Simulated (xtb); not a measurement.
# C$_{8}$H$_{14}$: geometry relaxation (part 1 of 5)

- system: C$_{8}$H$_{14}$, SMILES C#CCCCCCC
- method: GFN2-xTB (xtb 6.7.1)

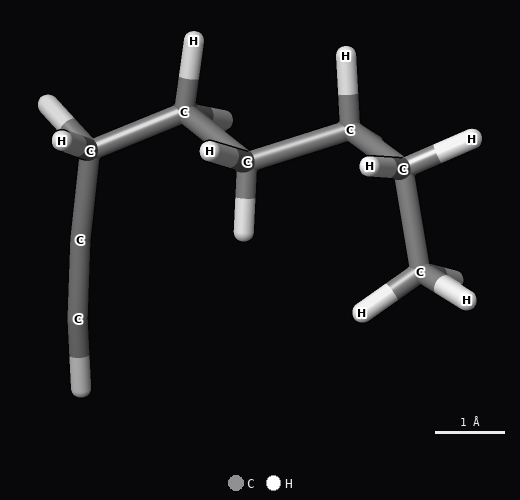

**Figure 1.** The structure as given in the input (stick view, seen at a tilt).

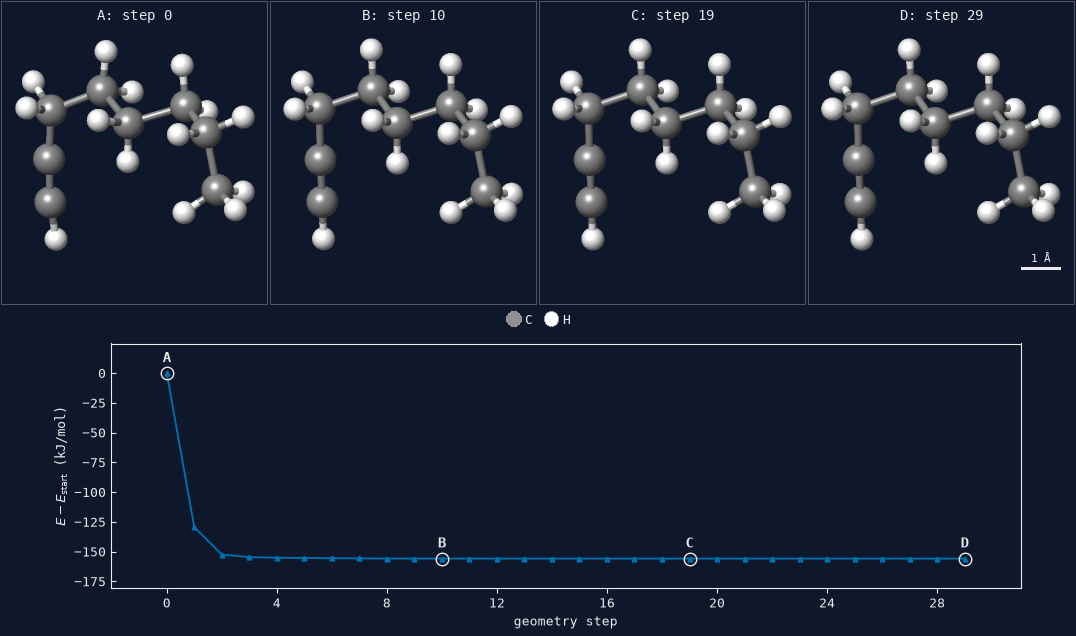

**Figure 2.** Frames of the relaxation (ball-and-stick view, seen at a tilt) above the curves, on which the letters mark them (steps are counted from 0).

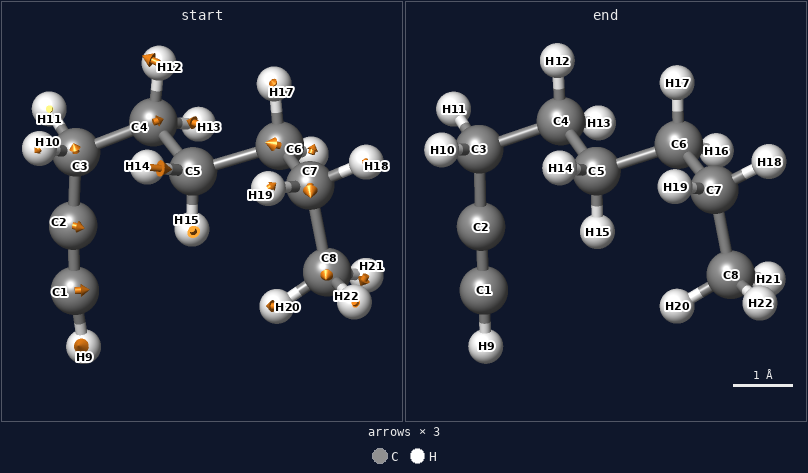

**Figure 3.** Before (left) and after (right) the relaxation, at one scale (ball-and-stick view, seen at a tilt). The orange arrows give the displacements, magnified 3 times. H14 moves most after the best rigid fit: 0.17 Å. By element the largest moves are H 0.17 Å, C 0.11 Å. Among the contacts that change: C5–H14 1.255 → 1.093 Å, C6–C7 1.423 → 1.529 Å, C6–H16 0.996 → 1.093 Å, C7–H19 1.174 → 1.093 Å. Among the angles that change: C3–C4–H12 120.0° → 108.9°, H20–C8–H22 99.2° → 108.1°, C2–C1–H9 170.7° → 179.4°. The energy falls by 155.8 kJ/mol in 29 geometry steps. (Atoms are counted from 1 in the order of the input.)

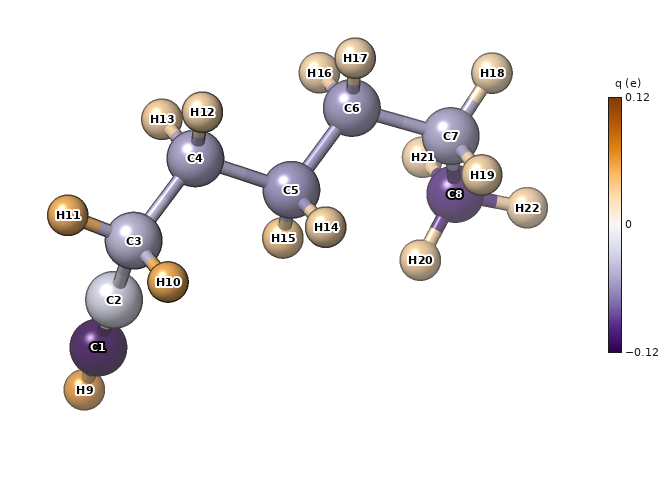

**Figure 4.** Mulliken charges, as the colour of each atom (ball-and-stick view, seen at a tilt; atoms are numbered from 1 in the order of the input). By element: C −0.12 to −0.02 and H +0.03 to +0.07 e.

These pictures come from the run below.

## The input (struc.xyz)
```
22

C      1.45998    -0.22423    -3.36280
C      1.86176    -0.63063    -2.29876
C      2.23631    -1.06492    -1.04222
C      1.16296    -1.29446    -0.03628
C      0.34651    -0.04036     0.31141
C     -0.91287    -0.33513     1.22871
C     -1.52779     0.86829     1.67426
C     -2.27932     1.57839     0.51840
H      0.98751     0.00106    -4.34199
H      2.92342    -0.34753    -0.55195
H      2.84713    -1.97994    -1.11619
H      1.40348    -1.73082     0.91820
H      0.35114    -2.00973    -0.42709
H      1.18681     0.74437     0.81435
H      0.04341     0.43081    -0.54811
H     -1.53196    -0.92428     0.71676
H     -0.48069    -0.82310     2.11433
H     -2.29564     0.71553     2.45145
H     -0.79080     1.68992     2.07330
H     -1.64299     2.02992    -0.18385
H     -2.99122     0.94651     0.13572
H     -2.80722     2.53109     0.93028
```

## File input.inp
```
$chrg 0
$spin 0
$end
```

Command:
```bash
xtb struc.xyz --input input.inp --gfn 2 --opt extreme -P 1 > xtb.out
```

## What the program printed
```
* xtb version 6.7.1
   ID    Z sym.   atoms
    1    6 C      1-8
    2    1 H      9-22

           -------------------------------------------------
          |                Calculation Setup                |
           -------------------------------------------------

          program call               : xtb struc.xyz --input input.inp --gfn 2 --opt extreme -P 1
          coordinate file            : struc.xyz
          omp threads                :                     1

           -------------------------------------------------
          |                 G F N 2 - x T B                 |
           -------------------------------------------------

      * Hamiltonian:
        H0-scaling (s, p, d)           1.850000    2.230000    2.230000
        zeta-weighting                 0.500000
      * Dispersion:
        s8                             2.700000
        a1                             0.520000
        a2                             5.000000
        s9                             5.000000
      * Repulsion:
        kExp                           1.500000    1.000000
        rExp                           1.000000
      * Coulomb:
        alpha                          2.000000
        third order                    shell-resolved
        anisotropic                    true
        a3                             3.000000
        a5                             4.000000
        cn-shift                       1.200000
        cn-exp                         4.000000
        max-rad                        5.000000

          ...................................................
          :                      SETUP                      :
          :.................................................:
          :  # basis functions                  46          :
          :  # atomic orbitals                  46          :
          :  # shells                           30          :
          :  # electrons                        46          :
          :  max. iterations                   250          :
          :  Hamiltonian                  GFN2-xTB          :
          :  restarted?                      false          :
          :  GBSA solvation                  false          :
          :  PC potential                    false          :
          :  electronic temp.          300.0000000     K    :
          :  accuracy                    1.0000000          :
          :  -> integral cutoff          0.2500000E+02      :
          :  -> integral neglect         0.1000000E-07      :
          :  -> SCF convergence          0.1000000E-05 Eh   :
          :  -> wf. convergence          0.1000000E-03 e    :
          :  Broyden damping             0.4000000          :
          :  net charge                          0          :
          :  unpaired electrons                  0          :
          ...................................................

 iter      E             dE          RMSdq      gap      omega  full diag
   1    -24.5483654 -0.245484E+02  0.430E+00    6.66       0.0  T
   2    -24.5917131 -0.433478E-01  0.259E+00    6.57       1.0  T
   3    -24.5481902  0.435230E-01  0.180E+00    6.61       1.0  T
   4    -24.5976184 -0.494282E-01  0.646E-01    6.47       1.0  T
   5    -24.6038865 -0.626807E-02  0.813E-02    6.48       1.0  T
   6    -24.6039127 -0.262200E-04  0.367E-02    6.48       1.0  T
   7    -24.6039149 -0.221282E-05  0.139E-02    6.48       1.5  T
   8    -24.6039155 -0.637132E-06  0.186E-03    6.48      11.5  T
   9    -24.6039155 -0.574003E-08  0.804E-04    6.48      26.5  T
  10    -24.6039155 -0.179568E-08  0.230E-04    6.48      92.5  T

   *** convergence criteria satisfied after 10 iterations ***

         #    Occupation            Energy/Eh            Energy/eV
      -------------------------------------------------------------
         1        2.0000           -0.6301633             -17.1476
       ...           ...                  ...                  ...
        17        2.0000           -0.4415958             -12.0164
        18        2.0000           -0.4327728             -11.7763
        19        2.0000           -0.4239618             -11.5366
        20        2.0000           -0.4212545             -11.4629
        21        2.0000           -0.4119499             -11.2097
        22        2.0000           -0.3964805             -10.7888
        23        2.0000           -0.3917778             -10.6608 (HOMO)
        24                         -0.1536167              -4.1801 (LUMO)
        25                         -0.1455906              -3.9617
        26                         -0.0101910              -0.2773
        27                          0.0269925               0.7345
        28                          0.0553626               1.5065
       ...                                ...                  ...
        46                          1.3934799              37.9185
      -------------------------------------------------------------
                  HL-Gap            0.2381611 Eh            6.4807 eV
             Fermi-level           -0.2726973 Eh           -7.4205 eV

 SCC (total)                   0 d,  0 h,  0 min,  0.015 sec
 SCC setup                      ...        0 min,  0.000 sec (  0.809%)
 Dispersion                     ...        0 min,  0.000 sec (  0.975%)
 classical contributions        ...        0 min,  0.000 sec (  0.255%)
 integral evaluation            ...        0 min,  0.002 sec ( 12.414%)
 iterations                     ...        0 min,  0.007 sec ( 45.858%)
 molecular gradient             ...        0 min,  0.006 sec ( 38.228%)
 printout                       ...        0 min,  0.000 sec (  1.380%)

         :::::::::::::::::::::::::::::::::::::::::::::::::::::
         ::                     SUMMARY                     ::
         :::::::::::::::::::::::::::::::::::::::::::::::::::::
         :: total energy             -24.144168336518 Eh    ::
         :: gradient norm              0.266513652012 Eh/a0 ::
         :: HOMO-LUMO gap              6.480693440743 eV    ::
         ::.................................................::
         :: SCC energy               -24.603846522177 Eh    ::
         :: -> isotropic ES            0.004942278227 Eh    ::
         :: -> anisotropic ES          0.005028951180 Eh    ::
         :: -> anisotropic XC          0.020629551772 Eh    ::
         :: -> dispersion             -0.013596251967 Eh    ::
         :: repulsion energy           0.459678185659 Eh    ::
         :: add. restraining           0.000000000000 Eh    ::
         :: total charge               0.000000000000 e     ::
         :::::::::::::::::::::::::::::::::::::::::::::::::::::

      -----------------------------------------------------------
     |                   =====================                   |
     |                        A N C O P T                        |
     |                   =====================                   |
     |               Approximate Normal Coordinate               |
     |                Rational Function Optimizer                |
      -----------------------------------------------------------
      -----------------------------------------------------------
     |                   =====================                   |
     |                        A N C O P T                        |
     |                   =====================                   |
     |               Approximate Normal Coordinate               |
     |                Rational Function Optimizer                |
      -----------------------------------------------------------

          ...................................................
          :                      SETUP                      :
          :.................................................:
          :   optimization level           extreme          :
          :   max. optcycles                   440          :
          :   ANC micro-cycles                  20          :
          :   degrees of freedom                60          :
          :.................................................:
          :   RF solver                   davidson          :
          :   write xtbopt.log                true          :
          :   linear?                        false          :
          :   energy convergence         0.5000000E-07 Eh   :
          :   grad. convergence          0.5000000E-04 Eh/α :
          :   maxmium RF displ.          1.0000000          :
          :   Hlow (freq-cutoff)         0.1000000E-01      :
          :   Hmax (freq-cutoff)         5.0000000          :
          :   S6 in model hess.         20.0000000          :
          ...................................................

generating ANC from exact Hessian ...
Using Lindh-Hessian (1995)
 Shifting diagonal of input Hessian by    9.9225732079166271E-003
 Lowest  eigenvalues of input Hessian
    0.000000    0.000000    0.000000    0.000000    0.000000    0.010000
    0.000000    0.010783    0.011431    0.012635    0.013143    0.015501
    0.017668    0.019251    0.022088    0.025492    0.030106    0.036622
 Highest eigenvalues
    1.269014    1.356508    1.384095    1.440428    1.572599    2.556776

........................................................................
.............................. CYCLE    1 ..............................
........................................................................

 iter      E             dE          RMSdq      gap      omega  full diag
   1    -24.6039155 -0.246039E+02  0.798E-05    6.48       0.0  T
   2    -24.6039155 -0.719780E-11  0.461E-05    6.48     462.1  T
   3    -24.6039155  0.436984E-12  0.143E-05    6.48    1492.0  T
     SCC iter.                  ...        0 min,  0.005 sec
     gradient                   ...        0 min,  0.009 sec
 * total energy  :   -24.1441683 Eh     change       -0.3350351E-09 Eh
   gradient norm :     0.2665116 Eh/α   predicted     0.0000000E+00 (-100.00%)
   displ. norm   :     0.3503845 α      lambda       -0.7192320E-01
   maximum displ.:     0.1234719 α      in ANC's #46, #12, #44, ...

........................................................................
.............................. CYCLE    2 ..............................
........................................................................

 iter      E             dE          RMSdq      gap      omega  full diag
   1    -24.6333277 -0.246333E+02  0.460E-01    6.77       0.0  T
   2    -24.6334012 -0.735217E-04  0.288E-01    6.76       1.0  T
   3    -24.6325375  0.863732E-03  0.215E-01    6.76       1.0  T
   4    -24.6335095 -0.972002E-03  0.341E-02    6.76       1.0  T
   5    -24.6335269 -0.173965E-04  0.922E-03    6.76       2.3  T
   6    -24.6335271 -0.188777E-06  0.216E-03    6.76       9.9  T
   7    -24.6335271 -0.255794E-07  0.818E-04    6.76      26.1  T
   8    -24.6335271 -0.238633E-08  0.134E-04    6.76     158.7  T
     SCC iter.                  ...        0 min,  0.007 sec
     gradient                   ...        0 min,  0.008 sec
 * total energy  :   -24.1934575 Eh     change       -0.4928912E-01 Eh
   gradient norm :     0.0996430 Eh/α   predicted    -0.4037982E-01 ( -18.08%)
   displ. norm   :     0.2597394 α      lambda       -0.1891856E-01
   maximum displ.:     0.0787530 α      in ANC's #44, #27, #14, ...

........................................................................
.............................. CYCLE    3 ..............................
........................................................................
```
